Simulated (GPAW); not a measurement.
# SrTiO3 (Tausonite): G0W0 with GPAW, start to end, part 2 of 2

Aim: the G0W0 gap of SrTiO3 (Tausonite) on PBE, step by step.

GPAW 26.7.0; PBE and many-body steps on it, plane waves. Known limits of the many-body steps: not at the basis limit; no spin-orbit coupling; coarse k mesh.

So far. Step 3 (Bands along the symmetry lines): The gap is 1.901 eV, as in the run before at this level. Step 4 (Empty states on the mesh, 4×4×4 mesh, 323 bands): On this mesh the gap is 1.901 eV.

## Step 5: Screening and self-energy, 4×4×4 mesh, 313 bands, screening to 175 eV

G0W0 replaces the xc potential by the self-energy, built once from these orbitals. Only a window of levels is corrected, while the sums run over the empty bands that the input names.

This step: G0W0 on PBE, plane waves, PAW.

The input, run.py:

```python
import json
import numpy as np
from gpaw.mpi import world
from gpaw.response.g0w0 import G0W0

gw = G0W0('full.gpw',
    filename='gw',
    kpts=[0, 9],
    bands=(18, 22),
    ecut=175,
    nbands=313,
    integrate_gamma='WS',
    ppa=True)
gw.calculate()
res = {mode: {k: v for k, v in r.items() if k != 'sigma_eskwn'}
       for mode, r in gw.all_results.items()}

if world.rank == 0:
    with open('result.json', 'w') as f:
        json.dump(res, f, default=lambda x: x.tolist())
```

Run with:

```bash
$ mpirun -n 4 gpaw python run.py
```

Numbers of over 12 decimals in the logs are rounded to 6 here.

Log:

```text
Using integrator: PointIntegrator
FrequencyGridDescriptor(from 0.000+0.000j to 0.000+27.211j eV, 2 points)
Nonperiodic BCs:  [False False False]
Using integrator: PointIntegrator
FrequencyGridDescriptor(from 0.000+0.000j to 0.000+27.211j eV, 2 points)
Nonperiodic BCs:  [False False False]
  ___  _ _ _
 |   || | | |
 | | || | | |
 |__ ||_____|
 |___|

BZ k-points: Symmetries present (total): 48

  [... matrices ...]
64 k-points: 4 x 4 x 4 Monkhorst-Pack grid + [1/8,1/8,1/8]
10 k-points in the irreducible part of the Brillouin zone
       k-points in crystal coordinates                weights
   0:     0.00000000    0.00000000    0.00000000          1/64
   1:     0.25000000    0.00000000    0.00000000          6/64
   2:     0.25000000    0.25000000    0.00000000         12/64
   3:     0.25000000    0.25000000    0.25000000          8/64
   4:     0.50000000    0.00000000    0.00000000          3/64
   5:     0.50000000    0.25000000    0.00000000         12/64
   6:     0.50000000    0.25000000    0.25000000         12/64
   7:     0.50000000    0.50000000    0.00000000          3/64
   8:     0.50000000    0.50000000    0.25000000          6/64
   9:     0.50000000    0.50000000    0.50000000          1/64

Distributing spins, k-points and bands (1 x 2 x 4) over 4 processes
Number of blocks: 1

Quasi particle states:
k-points (IBZ indices): [0, 9]
Band range: (18, 22)
  [... matrices ...]
Computational parameters:
Plane wave cut-off: 175 eV
Number of bands: 313
Coulomb cutoff: None
Broadening: 0.1 eV

fxc modes: GW
Kernel: RPA
Using Godby-Needs plasmon-pole approximation:
  Fitting energy: i*E0, E0 = 1.000 Hartree
Summing all q:

Calculating screened Coulomb potential
No Coulomb truncation
FrequencyGridDescriptor(from 0.000+0.000j to 0.000+27.211j eV, 2 points)
Removing empty qpoint cache files...

Calculating chi0 body with:
    Ground state adapter containing:
    Number of spins: 1
    Number of kpoints: 64
    Number of irreducible kpoints: 10
    Number of completely occupied states: 20
    Number of partially occupied states: 20
    Occupied states memory: 4.21875 M / cpu

    Linear response parametrization:
    q_c: [0.0, 0.0, 0.0]
    Number of frequency points: 2
    Planewave cutoff: 175.0
    Number of bands: 313
    Number of planewaves: 305
    Broadening (eta): 1e-06
    comm.size: 4
    kncomm.size: 4
    blockcomm.size: 1

    Memory estimate of potentially large arrays:
        chi0_wGG: 2.838898 M / cpu
Integrating chi0 body.

Symmetries of q_c:
    Direct symmetries (Uq -> q): 48
    Indirect symmetries (TUq -> q): 0
In total 48 allowed symmetries.

  [... matrices ...]
10 groups of equivalent kpoints. 84.375% reduction.

Integral kind: response function
Integrating chi0 head and wings.

Symmetries of q_c:
    Direct symmetries (Uq -> q): 48
    Indirect symmetries (TUq -> q): 0
In total 48 allowed symmetries.

  [... matrices ...]
10 groups of equivalent kpoints. 84.375% reduction.

Integral kind: response function wings

Calculating chi0 body with:
    Ground state adapter containing:
    Number of spins: 1
    Number of kpoints: 64
    Number of irreducible kpoints: 10
    Number of completely occupied states: 20
    Number of partially occupied states: 20
    Occupied states memory: 4.21875 M / cpu

    Linear response parametrization:
[... the further q-points ...]

Results:
f:      Occupation numbers
eps:     KS-eigenvalues [eV]
vxc:     KS vxc [eV]
exx:     Exact exchange [eV]
sigma:   Self-energies [eV]
dsigma:  Self-energy derivatives
Z:       Renormalization factors
qp:      QP-energies [eV]

k-point 0 (0): (0.000, 0.000, 0.000)                GW
band       f     eps     vxc     exx   sigma  dsigma       Z      qp
                                                                   GW
  18   1.000   6.196 -21.536 -26.320   4.258  -0.310   0.763   5.795
  19   1.000   6.196 -21.536 -26.319   4.258  -0.310   0.763   5.795
  20   0.000   8.446 -20.286 -12.644  -5.654  -0.296   0.772   9.981
  21   0.000   8.446 -20.286 -12.644  -5.654  -0.296   0.772   9.981

k-point 1 (9): (0.500, 0.500, 0.500)                GW
band       f     eps     vxc     exx   sigma  dsigma       Z      qp
                                                                   GW
  18   1.000   6.545 -21.039 -26.051   4.469  -0.319   0.758   6.134
  19   1.000   6.545 -21.039 -26.052   4.469  -0.319   0.758   6.133
  20   0.000  11.051 -23.837 -14.502  -6.900  -0.407   0.711  12.782
  21   0.000  11.051 -23.837 -14.502  -6.900  -0.407   0.711  12.782
```

Run time: 5.9 min. Hardware: 4 MPI ranks of Arm Neoverse N1, shared host; peak memory 1.9 GiB.

Numbers from this step:

```
G0W0 gap on the points computed              : 3.847 eV
least direct G0W0 gap on the computed points : 4.185 eV
Z at the valence top                         : 0.7580
Z at the conduction bottom                   : 0.7719
starting gap on the mesh                     : 1.901 eV
k of the valence top                         : 0.5, 0.5, 0.5
k of the conduction bottom                   : 0, 0, 0
```

The gap on the mesh goes from 1.90 eV to 3.85 eV, a correction of +1.95 eV.

Limits: finite bands, cutoff and mesh; no spin-orbit coupling; coarse k mesh. v1 is the top filled band, c1 the lowest empty one. The levels before and after the correction (eV, zero at the valence-band top of each column):

|  | conduction bottom | valence top |
| --- | --- | --- |
| Kohn-Sham | 1.90 | 0.00 |
| G0W0 | 3.85 | 0.00 |

|  | level | energy (eV) |
| --- | --- | --- |
| Kohn-Sham | Γ v2-v1 | -0.349 |
| Kohn-Sham | Γ c1-c2 | 1.901 |
| Kohn-Sham | (0.5 0.5 0.5) v2-v1 | 0.000 |
| Kohn-Sham | (0.5 0.5 0.5) c1-c2 | 4.506 |
| G0W0 | Γ v2-v1 | -0.338 |
| G0W0 | Γ c1-c2 | 3.847 |
| G0W0 | (0.5 0.5 0.5) v2-v1 | 0.000 |
| G0W0 | (0.5 0.5 0.5) c1-c2 | 6.648 |

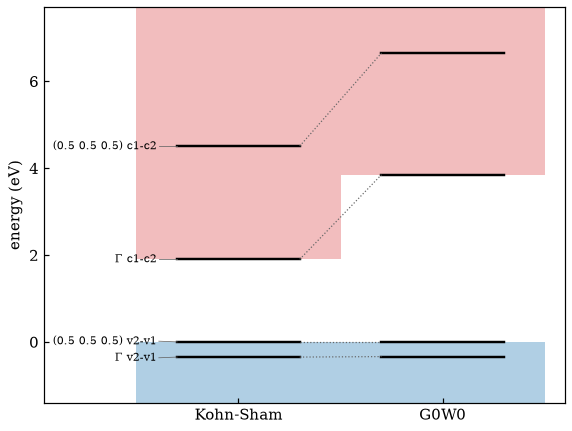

Levels before and after the correction. Shaded: valence and conduction bands.

## Step 6: Where the time went

Times are wall times on 4 MPI ranks of Arm Neoverse N1, shared host, good to a factor of about two.

| step | time | share | memory (GiB) |
| --- | --- | --- | --- |
| ground state | 19 s | 4 % | 0.74 |
| bands along the symmetry lines | 23 s | 5 % | 0.82 |
| empty states on the mesh | 59 s | 13 % | 2 |
| screening and self-energy | 5.9 min | 78 % | 1.9 |

## Step 7: Outcome

```
PBE gap              : 1.90 eV, indirect
G0W0 gap on the mesh : 3.85 eV
GW settings          : 4×4×4 mesh, 313 bands, screening to 175 eV, Godby-Needs plasmon pole
known limits         : not at the basis limit; no spin-orbit coupling; coarse k mesh
```

G0W0 moves the gap on the mesh from 1.90 eV to 3.85 eV (+1.95 eV), with Z of 0.76 and 0.77 at the edges. Only 2 of the mesh's irreducible points were corrected, so a valley elsewhere could overtake. The dearest step here is «screening and self-energy». Against experiment, by G0W0@PBE: the direct gap of 4.19 eV lies +0.42 eV from the measured 3.77 eV (direct, 300 K, 2013). An exciton line or allowed optical edge lies below the quasiparticle gap by the binding energy; a forbidden edge can push the onset above it. The calculation has static nuclei and no excitons; a measured gap holds zero-point and thermal motion, which mostly lowers it. Bands and cutoff are finite, so the gap is not at the basis limit. The miss can reach some tenths of an eV and take either sign; the mesh is an error of its own. These stock PAW sets were not made for GW. In the G0W0 run levels were corrected at 2 k points alone, so a gap called «on the mesh» is the least over those, and an edge elsewhere would be missed. The 4×4×4 mesh is coarse for this cell, which bears on the long-range parts of exchange and screening. This is the ideal cubic cell; many perovskites, halides above all, are cubic only on average, and local tilts or off-centring can widen the gap. The many-body steps are scalar-relativistic: spin-orbit coupling is not in them.

[Paths, hosts, dates, memory and timing lines, banners, echoed tables and standing remarks are left out of the program output.]

[Logs are printed without paths, hosts, clocks, repeated set-up lines and the standing remarks that a program may print on its own settings, such as how far it seeks lower states.]

[Runs of the session that timed out or met a known fault of the program may be left out.]

[Hosts, paths, dates, database ids (printed as entryN), source tags and the programs' standing remarks are cut or masked in the printed files.]
